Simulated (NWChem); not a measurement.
# Single-point calculation of CF2O (charge −1) (part 2 of 2)

Continued. System: CF2O, charge −1, multiplicity 2. Method: HF/STO-3G, UHF (NWChem 7.3.0). The geometry is that of the parent species in another charge or spin state. The geometry comes from this level: PBE0-D4/def2-TZVP.

Geometry of the input (Å):
```
O  -1.2427  -0.1574  0.1539
C  -0.0918  -0.0116  0.0114
F  0.8455  -0.8267  0.4247
F  0.4890  0.9957  -0.5900
```

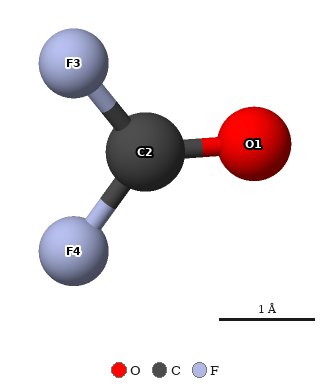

The structure (ball-and-stick view, seen at a tilt; atoms are numbered from 1 in the order of the input).

## Output, continued
```
 Vector   12  Occ=1.000000D+00  E=-1.813999D-01
              MO Center=  6.7D-01,  8.5D-02, -8.3D-02, r^2= 1.4D+00
   Bfn.  Coefficient  Atom+Function         Bfn.  Coefficient  Atom+Function
  ----- ------------  ---------------      ----- ------------  ---------------
    15      0.615733  3 F  pz                20     -0.615729  4 F  pz
    14      0.349087  3 F  py                19     -0.349085  4 F  py

 Vector   13  Occ=1.000000D+00  E=-1.302592D-01
              MO Center=  6.4D-01,  8.1D-02, -7.9D-02, r^2= 1.5D+00
   Bfn.  Coefficient  Atom+Function         Bfn.  Coefficient  Atom+Function
  ----- ------------  ---------------      ----- ------------  ---------------
    14      0.569132  3 F  py                19      0.478622  4 F  py
    18     -0.459739  4 F  px                15     -0.335927  3 F  pz
    13      0.254781  3 F  px                20     -0.247425  4 F  pz

 Vector   14  Occ=1.000000D+00  E=-1.069463D-01
              MO Center= -5.0D-01, -6.3D-02,  6.2D-02, r^2= 1.6D+00
   Bfn.  Coefficient  Atom+Function         Bfn.  Coefficient  Atom+Function
  ----- ------------  ---------------      ----- ------------  ---------------
     5      0.636213  1 O  pz                15     -0.381764  3 F  pz
    20     -0.381759  4 F  pz                 4      0.360697  1 O  py
    14     -0.216441  3 F  py                19     -0.216436  4 F  py
    10      0.212304  2 C  pz

 Vector   15  Occ=1.000000D+00  E=-1.003010D-01
              MO Center= -3.8D-01, -4.8D-02,  4.7D-02, r^2= 1.9D+00
   Bfn.  Coefficient  Atom+Function         Bfn.  Coefficient  Atom+Function
  ----- ------------  ---------------      ----- ------------  ---------------
     3      0.565960  1 O  px                18      0.488581  4 F  px
    13      0.464541  3 F  px                 2     -0.363130  1 O  s
     8     -0.278526  2 C  px

 Vector   16  Occ=1.000000D+00  E= 2.050829D-02
              MO Center= -8.8D-01, -1.1D-01,  1.1D-01, r^2= 1.2D+00
   Bfn.  Coefficient  Atom+Function         Bfn.  Coefficient  Atom+Function
  ----- ------------  ---------------      ----- ------------  ---------------
     4      0.772303  1 O  py                 5     -0.429990  1 O  pz
    13     -0.283059  3 F  px                18      0.214624  4 F  px
    19      0.206426  4 F  py                 3     -0.151083  1 O  px

 Vector   17  Occ=1.000000D+00  E= 2.586215D-01
              MO Center= -3.3D-01, -4.2D-02,  4.1D-02, r^2= 1.2D+00
   Bfn.  Coefficient  Atom+Function         Bfn.  Coefficient  Atom+Function
  ----- ------------  ---------------      ----- ------------  ---------------
    10      0.753928  2 C  pz                 5     -0.579696  1 O  pz
     9      0.427436  2 C  py                 4     -0.328656  1 O  py
    15     -0.290773  3 F  pz                20     -0.290775  4 F  pz
    14     -0.164852  3 F  py                19     -0.164854  4 F  py

 Vector   18  Occ=0.000000D+00  E= 9.791179D-01
              MO Center=  2.3D-01,  2.9D-02, -2.9D-02, r^2= 1.1D+00
   Bfn.  Coefficient  Atom+Function         Bfn.  Coefficient  Atom+Function
  ----- ------------  ---------------      ----- ------------  ---------------
     7      1.161706  2 C  s                 19      0.481189  4 F  py
    12     -0.420950  3 F  s                 17     -0.420944  4 F  s
    14     -0.407037  3 F  py                 3     -0.384284  1 O  px
    13      0.379620  3 F  px                 8      0.362814  2 C  px
    20     -0.283522  4 F  pz                 2     -0.269428  1 O  s

 Vector   19  Occ=0.000000D+00  E= 1.136779D+00
              MO Center= -6.7D-02, -8.5D-03,  8.3D-03, r^2= 1.0D+00
   Bfn.  Coefficient  Atom+Function         Bfn.  Coefficient  Atom+Function
  ----- ------------  ---------------      ----- ------------  ---------------
     9      0.980006  2 C  py                10     -0.545632  2 C  pz
    13     -0.443691  3 F  px                12      0.393920  3 F  s
    17     -0.393933  4 F  s                  4     -0.381107  1 O  py
    18      0.337409  4 F  px                19      0.321149  4 F  py
    14      0.222203  3 F  py                 5      0.212187  1 O  pz

 Vector   20  Occ=0.000000D+00  E= 1.488535D+00
              MO Center= -4.5D-01, -5.8D-02,  5.6D-02, r^2= 8.1D-01
   Bfn.  Coefficient  Atom+Function         Bfn.  Coefficient  Atom+Function
  ----- ------------  ---------------      ----- ------------  ---------------
     8      1.276793  2 C  px                 2      0.945907  1 O  s
     3      0.919166  1 O  px                 7     -0.619762  2 C  s
    14     -0.217265  3 F  py                19      0.206069  4 F  py
     9      0.161730  2 C  py                12     -0.158966  3 F  s
    17     -0.158972  4 F  s                 10     -0.158144  2 C  pz

                     UHF Final Beta Molecular Orbital Analysis
                     -----------------------------------------

 Vector    5  Occ=1.000000D+00  E=-1.230260D+00
              MO Center=  5.6D-01,  7.1D-02, -6.9D-02, r^2= 1.2D+00
   Bfn.  Coefficient  Atom+Function         Bfn.  Coefficient  Atom+Function
  ----- ------------  ---------------      ----- ------------  ---------------
    12      0.621533  3 F  s                 17      0.621562  4 F  s
     7      0.203460  2 C  s                 11     -0.167364  3 F  s
    16     -0.167372  4 F  s

 Vector    6  Occ=1.000000D+00  E=-1.159355D+00
              MO Center=  6.0D-01,  7.5D-02, -7.4D-02, r^2= 1.4D+00
   Bfn.  Coefficient  Atom+Function         Bfn.  Coefficient  Atom+Function
  ----- ------------  ---------------      ----- ------------  ---------------
    12      0.684997  3 F  s                 17     -0.684970  4 F  s
    11     -0.180626  3 F  s                 16      0.180619  4 F  s

 Vector    7  Occ=1.000000D+00  E=-8.920249D-01
              MO Center= -8.7D-01, -1.1D-01,  1.1D-01, r^2= 6.6D-01
   Bfn.  Coefficient  Atom+Function         Bfn.  Coefficient  Atom+Function
  ----- ------------  ---------------      ----- ------------  ---------------
     2      0.733873  1 O  s                  7      0.245762  2 C  s
     8     -0.218261  2 C  px                 1     -0.216353  1 O  s
     3      0.158645  1 O  px

 Vector    8  Occ=1.000000D+00  E=-3.893410D-01
              MO Center=  5.0D-01,  6.3D-02, -6.2D-02, r^2= 1.6D+00
   Bfn.  Coefficient  Atom+Function         Bfn.  Coefficient  Atom+Function
  ----- ------------  ---------------      ----- ------------  ---------------
     7      0.431201  2 C  s                 19     -0.407248  4 F  py
    14      0.365885  3 F  py                12     -0.332513  3 F  s
    17     -0.332519  4 F  s                  8      0.239809  2 C  px
    13     -0.238871  3 F  px                20      0.235449  4 F  pz
     2     -0.226177  1 O  s                 15     -0.195004  3 F  pz

 Vector    9  Occ=1.000000D+00  E=-3.013708D-01
              MO Center=  3.7D-01,  4.7D-02, -4.6D-02, r^2= 1.6D+00
   Bfn.  Coefficient  Atom+Function         Bfn.  Coefficient  Atom+Function
  ----- ------------  ---------------      ----- ------------  ---------------
    13      0.493221  3 F  px                18     -0.422527  4 F  px
     9      0.366048  2 C  py                19     -0.238706  4 F  py
    12      0.230441  3 F  s                 17     -0.230437  4 F  s
     4      0.205165  1 O  py                10     -0.203802  2 C  pz
    20      0.157324  4 F  pz

 Vector   10  Occ=1.000000D+00  E=-2.557805D-01
              MO Center=  4.2D-01,  5.3D-02, -5.2D-02, r^2= 1.5D+00
   Bfn.  Coefficient  Atom+Function         Bfn.  Coefficient  Atom+Function
  ----- ------------  ---------------      ----- ------------  ---------------
    15      0.499945  3 F  pz                20      0.499959  4 F  pz
    10      0.339359  2 C  pz                14      0.283442  3 F  py
    19      0.283450  4 F  py                 9      0.192398  2 C  py

 Vector   11  Occ=1.000000D+00  E=-2.308361D-01
              MO Center=  4.1D-02,  5.2D-03, -5.1D-03, r^2= 2.0D+00
   Bfn.  Coefficient  Atom+Function         Bfn.  Coefficient  Atom+Function
  ----- ------------  ---------------      ----- ------------  ---------------
    18      0.523535  4 F  px                 2      0.468229  1 O  s
    13      0.425999  3 F  px                14      0.309439  3 F  py
     3     -0.298726  1 O  px                 8      0.219618  2 C  px
     7     -0.201313  2 C  s                 15     -0.197606  3 F  pz
    19     -0.189179  4 F  py

 Vector   12  Occ=1.000000D+00  E=-1.553158D-01
              MO Center=  6.7D-01,  8.4D-02, -8.3D-02, r^2= 1.4D+00
   Bfn.  Coefficient  Atom+Function         Bfn.  Coefficient  Atom+Function
  ----- ------------  ---------------      ----- ------------  ---------------
    15      0.615737  3 F  pz                20     -0.615725  4 F  pz
    14      0.349090  3 F  py                19     -0.349082  4 F  py

 Vector   13  Occ=1.000000D+00  E=-1.321876D-01
              MO Center=  6.5D-01,  8.2D-02, -8.0D-02, r^2= 1.5D+00
   Bfn.  Coefficient  Atom+Function         Bfn.  Coefficient  Atom+Function
  ----- ------------  ---------------      ----- ------------  ---------------
    14      0.573020  3 F  py                19      0.483439  4 F  py
    18     -0.456922  4 F  px                15     -0.337896  3 F  pz
    13      0.250261  3 F  px                20     -0.250302  4 F  pz

 Vector   14  Occ=1.000000D+00  E=-8.881584D-02
              MO Center= -6.1D-01, -7.7D-02,  7.6D-02, r^2= 1.8D+00
   Bfn.  Coefficient  Atom+Function         Bfn.  Coefficient  Atom+Function
  ----- ------------  ---------------      ----- ------------  ---------------
     3      0.614689  1 O  px                18      0.432360  4 F  px
     2     -0.422594  1 O  s                 13      0.412770  3 F  px
     8     -0.273880  2 C  px                 7      0.159675  2 C  s

 Vector   15  Occ=1.000000D+00  E= 3.633125D-02
              MO Center= -9.1D-01, -1.2D-01,  1.1D-01, r^2= 1.1D+00
   Bfn.  Coefficient  Atom+Function         Bfn.  Coefficient  Atom+Function
  ----- ------------  ---------------      ----- ------------  ---------------
     4      0.774709  1 O  py                 5     -0.431330  1 O  pz
    13     -0.280245  3 F  px                18      0.218310  4 F  px
    19      0.189868  4 F  py                 3     -0.151553  1 O  px

 Vector   16  Occ=1.000000D+00  E= 5.893641D-02
              MO Center= -5.9D-01, -7.5D-02,  7.3D-02, r^2= 1.3D+00
   Bfn.  Coefficient  Atom+Function         Bfn.  Coefficient  Atom+Function
  ----- ------------  ---------------      ----- ------------  ---------------
     5      0.601224  1 O  pz                10      0.401826  2 C  pz
     4      0.340861  1 O  py                15     -0.310514  3 F  pz
    20     -0.310516  4 F  pz                 9      0.227813  2 C  py
    14     -0.176045  3 F  py                19     -0.176045  4 F  py

 Vector   17  Occ=0.000000D+00  E= 8.202548D-01
              MO Center= -4.9D-01, -6.3D-02,  6.1D-02, r^2= 1.1D+00
   Bfn.  Coefficient  Atom+Function         Bfn.  Coefficient  Atom+Function
  ----- ------------  ---------------      ----- ------------  ---------------
    10      0.744039  2 C  pz                 5     -0.645473  1 O  pz
     9      0.421829  2 C  py                 4     -0.365948  1 O  py
    15     -0.212615  3 F  pz                20     -0.212616  4 F  pz

 Vector   18  Occ=0.000000D+00  E= 1.033259D+00
              MO Center=  2.5D-01,  3.2D-02, -3.1D-02, r^2= 1.0D+00
   Bfn.  Coefficient  Atom+Function         Bfn.  Coefficient  Atom+Function
  ----- ------------  ---------------      ----- ------------  ---------------
     7      1.170946  2 C  s                 19      0.471429  4 F  py
    12     -0.434503  3 F  s                 17     -0.434493  4 F  s
     8      0.411474  2 C  px                14     -0.401158  3 F  py
    13      0.362777  3 F  px                 3     -0.340360  1 O  px
    20     -0.277271  4 F  pz                 2     -0.254712  1 O  s

 Vector   19  Occ=0.000000D+00  E= 1.157824D+00
              MO Center= -8.9D-02, -1.1D-02,  1.1D-02, r^2= 1.0D+00
   Bfn.  Coefficient  Atom+Function         Bfn.  Coefficient  Atom+Function
  ----- ------------  ---------------      ----- ------------  ---------------
     9      0.986442  2 C  py                10     -0.549216  2 C  pz
    13     -0.432776  3 F  px                12      0.394734  3 F  s
    17     -0.394751  4 F  s                  4     -0.389499  1 O  py
    18      0.330333  4 F  px                19      0.310206  4 F  py
     5      0.216859  1 O  pz                14      0.213534  3 F  py

 Vector   20  Occ=0.000000D+00  E= 1.526810D+00
              MO Center= -4.7D-01, -6.0D-02,  5.8D-02, r^2= 7.8D-01
   Bfn.  Coefficient  Atom+Function         Bfn.  Coefficient  Atom+Function
  ----- ------------  ---------------      ----- ------------  ---------------
     8      1.268672  2 C  px                 2      0.972176  1 O  s
     3      0.919224  1 O  px                 7     -0.664373  2 C  s
    14     -0.202810  3 F  py                19      0.189296  4 F  py
     9      0.160701  2 C  py                10     -0.157138  2 C  pz

 center of mass
 --------------
 x =   0.12527565 y =   0.01586827 z =  -0.01552144

 moments of inertia (a.u.)
 ------------------
         152.221939982476           3.299966415425           6.053084377467
           3.299966415425         189.441654812792          65.044203396176
           6.053084377467          65.044203396176         267.280491253815

  Mulliken analysis of the total density
  --------------------------------------

    Atom       Charge   Shell Charges
 -----------   ------   -------------------------------------------------------
    1 O    8     8.54   2.00  1.84  4.71
    2 C    6     5.88   1.99  0.96  2.92
    3 F    9     9.29   2.00  1.93  5.36
    4 F    9     9.29   2.00  1.93  5.36

  Mulliken analysis of the alpha density
  --------------------------------------

    Atom       Charge   Shell Charges
 -----------   ------   -------------------------------------------------------
    1 O    8     4.47   1.00  0.93  2.55
    2 C    6     3.24   1.00  0.51  1.74
    3 F    9     4.64   1.00  0.96  2.68
    4 F    9     4.64   1.00  0.96  2.68

   Mulliken analysis of the beta density
   -------------------------------------

    Atom       Charge   Shell Charges
 -----------   ------   -------------------------------------------------------
    1 O    8     4.07   1.00  0.91  2.16
    2 C    6     2.63   1.00  0.45  1.18
    3 F    9     4.65   1.00  0.96  2.68
    4 F    9     4.65   1.00  0.96  2.68

   Mulliken analysis of the spin density
   -------------------------------------

    Atom       Charge   Shell Charges
 -----------   ------   -------------------------------------------------------
    1 O    8     0.40   0.00  0.02  0.38
    2 C    6     0.61  -0.00  0.05  0.56
    3 F    9    -0.00   0.00 -0.00 -0.00
    4 F    9    -0.00   0.00 -0.00 -0.00

       Multipole analysis of the density wrt the origin
       ------------------------------------------------

     L   x y z        total         alpha         beta         nuclear
     -   - - -        -----         -----         ----         -------
     0   0 0 0     -1.000000    -17.000000    -16.000000     32.000000

     1   1 0 0      0.767688     -0.563443     -1.537587      2.868717
     1   0 1 0      0.097243     -0.071373     -0.194759      0.363375
     1   0 0 1     -0.095081      0.069874      0.190521     -0.355476

     2   2 0 0    -18.022569    -47.845286    -45.133595     74.956313
     2   1 1 0     -0.261310      0.319384      0.623896     -1.204590
     2   1 0 1      0.404299      1.938730      1.683811     -3.218242
     2   0 2 0    -14.984912    -35.079679    -34.443333     54.538100
     2   0 1 1      1.081747     15.837365     16.101816    -30.857434
     2   0 0 2    -13.735206    -16.195635    -15.201550     17.661979

 Task  times  cpu:        1.0s     wall:        1.0s
 Total times  cpu:        1.1s     wall:        1.1s
```

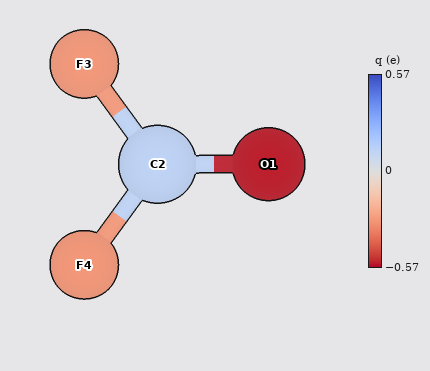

Mulliken charges, as the colour of each atom (ball-and-stick view, seen on its broad side; atoms are numbered from 1 in the order of the input). By element: O −0.54, C +0.12 and F −0.29 e.

## Summary

| quantity | value |
| --- | --- |
| outcome | converged |
| total energy | −307.025994 hartree |
| basis functions | 20 |
| ⟨S²⟩ | 0.754 |
| SCF solution under orbital rotations | stable |
| wall time | 1.6 s |
| peak memory | 0.099 GiB |
